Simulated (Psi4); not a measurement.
# C2H2FSi− (SMILES C#C[SiH-]F): PBE/6-311+G(d,p)

What is the energy change on altering one bond length of C2H2FSi− at PBE/6-311+G**? 

Program for the calculation: Psi4 1.11.

2 further runs of the same task are left out: 2 set aside as unsound or not needed.

### 1 Starting point

The species is C2H2FSi− (6 atoms), meant as a singlet with charge -1. SMILES: `C#C[SiH-]F`. The coordinates come from a GFN2-xTB relaxation.

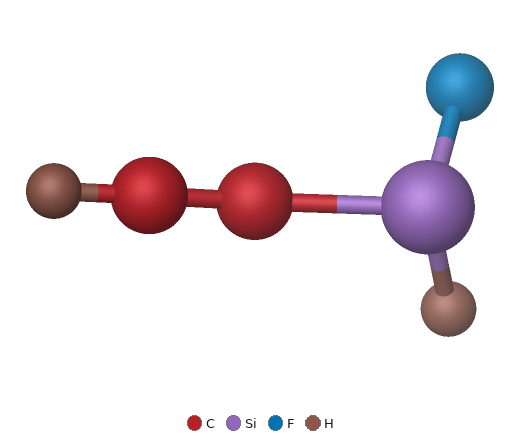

The structure, seen from a chosen angle (carbon red, silicon purple, fluorine blue, hydrogen brown).

### 2 Energy and gradient at PBE/6-311+G(d,p)

calc.py

```python
import psi4

psi4.set_memory(1600000000)
psi4.set_num_threads(1)
psi4.set_output_file('psi4.out', False)

mol = psi4.geometry("""
-1 1
C      1.111270    -0.445760    -1.230420
C      0.327710    -0.094560    -0.377550
Si    -0.326790     0.561260     1.245330
F     -1.396830    -0.723260     1.675750
H      1.713780    -0.774250    -2.040660
H     -1.429140     1.476570     0.727570
units angstrom
symmetry c1
no_reorient
no_com
""")

psi4.set_options({
    'puream': True,
    'e_convergence': 1e-09,
    'd_convergence': 1e-08,
    'scf_type': 'pk',
    'dft_radial_points': 99,
    'dft_spherical_points': 590,
})

e, wfn = psi4.gradient("pbe/6-311+G**", return_wfn=True)
psi4.oeprop(wfn, "LOWDIN_CHARGES", "QUADRUPOLE", "DIPOLE")
print('gradient / Eh bohr^-1')
print(e.np.round(6))
print(f'energy = {wfn.energy():.10f} Eh')
```

Run with:

```console
$ python calc.py
```

psi4.out:

```text
[...]
  Running in c1 symmetry.
[...]
  Nuclear repulsion =  126.809780261077933
[...]
  Multiplicity = 1
[...]
  Nalpha       = 19
  Nbeta        = 19
[...]
    Number of basis functions: 108
[...]
   @RKS iter   1:  -465.83709894410043   -1.88005e-01   9.97188e-03 DIIS/ADIIS
[...]
   @RKS iter  14:  -466.46765272390951   -7.33280e-12   4.91422e-09 DIIS
[...]
    Orbital Energies [Eh]
    ---------------------
    Doubly Occupied:
       1A    -65.196987     2A    -24.011137     3A     -9.702124
       4A     -9.697349     5A     -4.850122     6A     -3.263761
       7A     -3.260385     8A     -3.256856     9A     -0.841030
      10A     -0.502649    11A     -0.333969    12A     -0.276596
      13A     -0.185892    14A     -0.161799    15A     -0.142469
      16A     -0.101114    17A     -0.086137    18A     -0.082846
      19A      0.023785
[...]
  @RKS Final Energy:  -466.46765272390951
   => Energetics <=
    Nuclear Repulsion Energy =            126.8097802610779326
    One-Electron Energy =                -904.2523724584270894
    Two-Electron Energy =                 353.7515067422961010
    DFT Exchange-Correlation Energy =     -42.7765672688564251
    Empirical Dispersion Energy =           0.0000000000000000
    VV10 Nonlocal Energy =                  0.0000000000000000
    Total Energy =                       -466.4676527239095094
[...]
  -Total Gradient:
     Atom            X                  Y                   Z
    ------   -----------------  -----------------  -----------------
       1       -0.022682747458     0.013074081864     0.031578953085
       2        0.022674314791    -0.014259109603    -0.025960137597
       3       -0.001849508175    -0.000841884992    -0.014800440475
       4        0.002712141166     0.005957901154    -0.003246254214
       5       -0.004699086148     0.002142527231     0.005038289135
       6        0.003789020616    -0.006104524681     0.007409194150
[...]
 Multipole Moments:
 ------------------------------------------------------------------------------------
     Multipole            Electronic (a.u.)      Nuclear  (a.u.)        Total (a.u.)
 ------------------------------------------------------------------------------------
 L = 1.  Multiply by 2.5417464519 to convert [e a0] to [Debye]
 Dipole X            :         16.2348612          -15.5486855            0.6861757
 Dipole Y            :          1.9539146           -2.2512307           -0.2973162
 Dipole Z            :        -42.7177490           40.7339159           -1.9838331
 Magnitude           :                                                    2.1201008
 L = 2.  Multiply by 1.3450342976 to convert [e a0^2] to [Debye ang]
 Quadrupole XX       :       -145.0198990          114.5906940          -30.4292051
 Quadrupole XY       :         -1.0067687           -0.2519887           -1.2587574
[...]
```

The script printed:

```text
Memory set to   1.490 GiB by Python driver.
  Threads set to 1 by Python driver.
gradient / Eh bohr^-1
[[-0.022683  0.013074  0.031579]
 [ 0.022674 -0.014259 -0.02596 ]
 [-0.00185  -0.000842 -0.0148  ]
 [ 0.002712  0.005958 -0.003246]
 [-0.004699  0.002143  0.005038]
 [ 0.003789 -0.006105  0.007409]]
energy = -466.4676527239 Eh
```

Wall time 24 s (1 thread of Intel Xeon Platinum 8488C (Sapphire Rapids), shared host); peak memory 0.58 GiB.

### 3 The distorted shape, same level

input.dat

```
memory 1.6 GB

molecule {
  -1 1
  C
  C 1 1.210246
  Si 2 1.868745 1 160.15031
  F 3 2.5895 2 99.93227 1 -126.47882
  H 1 1.061797 4 149.13019 3 170.11687
  H 3 1.523497 2 99.73696 1 136.86968
  symmetry c1
}

set basis 6-311+G**
set reference rks
set puream true
set e_convergence 1e-09
set d_convergence 1e-08
set scf_type pk
set dft_radial_points 99
set dft_spherical_points 590

energy_value, wavefunction = gradient("pbe", return_wfn=True)
oeprop(wavefunction, "MULLIKEN_CHARGES", "WIBERG_LOWDIN_INDICES", "DIPOLE", title="PBE")
print_variables()
```

Run with:

```console
$ psi4 -i input.dat -o output.dat -n 1
```

output.dat:

```text
[...]
  Running in c1 symmetry.
[...]
  Nuclear repulsion =  110.287270680361317
[...]
  Multiplicity = 1
[...]
  Nalpha       = 19
  Nbeta        = 19
[...]
    Number of basis functions: 108
[...]
   @RKS iter   1:  -465.80109413900425   -4.05890e-01   1.02133e-02 ADIIS/DIIS
[...]
   @RKS iter  16:  -466.41161141409378   -1.02887e-11   8.71642e-09 DIIS
[...]
  @RKS Final Energy:  -466.41161141409378
   => Energetics <=
    Nuclear Repulsion Energy =            110.2872706803613170
    One-Electron Energy =                -871.2342582398323430
    Two-Electron Energy =                 337.2030124498874102
    DFT Exchange-Correlation Energy =     -42.6676363045101610
    Empirical Dispersion Energy =           0.0000000000000000
    VV10 Nonlocal Energy =                  0.0000000000000000
    Total Energy =                       -466.4116114140937839
[...]
  -Total Gradient:
     Atom            X                  Y                   Z
    ------   -----------------  -----------------  -----------------
       1        0.000012582576    -0.003795729857     0.035473948166
       2       -0.002215758720     0.000003842401    -0.040688156415
       3        0.032604003174    -0.003074153696    -0.016020478968
       4       -0.027745997615     0.014999694352     0.012518769986
       5        0.000075031363     0.000184799870     0.007165759704
       6       -0.002742867248    -0.008312671948     0.001552352174
[...]
 Multipole Moments:
 ------------------------------------------------------------------------------------
     Multipole            Electronic (a.u.)      Nuclear  (a.u.)        Total (a.u.)
 ------------------------------------------------------------------------------------
 L = 1.  Multiply by 2.5417464519 to convert [e a0] to [Debye]
 Dipole X            :         -2.1176248            3.3951766            1.2775518
 Dipole Y            :         -0.2565820           -0.1605362           -0.4171181
 Dipole Z            :          1.8603813           -3.5251843           -1.6648029
 Magnitude           :                                                    2.1395548
[...]
  Mulliken Charges: (a.u.)
   Center  Symbol    Alpha    Beta     Spin     Total
       1     C     3.09534  3.09534  0.00000 -0.19069
       2     C     3.12122  3.12122  0.00000 -0.24244
       3    SI     6.90879  6.90879  0.00000  0.18242
       4     F     4.83911  4.83911  0.00000 -0.67822
       5     H     0.44514  0.44514  0.00000  0.10971
       6     H     0.59039  0.59039  0.00000 -0.18079
   Total alpha = 19.00000, Total beta = 19.00000, Total charge = -1.00000
  Wiberg Bond Indices using Orthogonal Lowdin Orbitals:
[...]
```

Run time: 25 s. Hardware: 1 thread of Intel Xeon Platinum 8488C (Sapphire Rapids), shared host; peak memory 0.58 GiB.

### 4 Summary of results

Level: PBE/6-311+G**.

```
                                                              quantity          value
                                             first shape: total energy  -466.46765 Eh
                                              first shape: HOMO energy        0.65 eV
                                              first shape: LUMO energy        3.13 eV
    first shape: HOMO–LUMO gap (to an unbound level, set by the basis)        2.48 eV
                                 first shape: largest force on an atom     2.109 eV/Å
                                         distorted shape: total energy  -466.41161 Eh
                                          distorted shape: HOMO energy       -0.49 eV
                                          distorted shape: LUMO energy        1.63 eV
distorted shape: HOMO–LUMO gap (to an unbound level, set by the basis)        2.12 eV
                             distorted shape: largest force on an atom     2.095 eV/Å
    energy change with the Si3–F4 bond stretched from 1.726 to 2.590 Å       1.525 eV
```

What this shows: With the Si3–F4 bond stretched from 1.726 to 2.590 Å the energy rises by 1.52 eV (147 kJ/mol). The first shape isn't relaxed at this level, so the change isn't measured from a minimum. The largest force (first shape) is 2.11 eV/Å: the shape isn't a stationary point for this species at this level. The HOMO (first shape) lies at positive energy, 0.65 eV, as semi-local functionals often give for anions; only total energies tell whether the electron is bound. Mulliken charges (distorted shape) run from -0.68 on F4 to +0.18 on Si3; in a basis this large or diffuse they mean little.
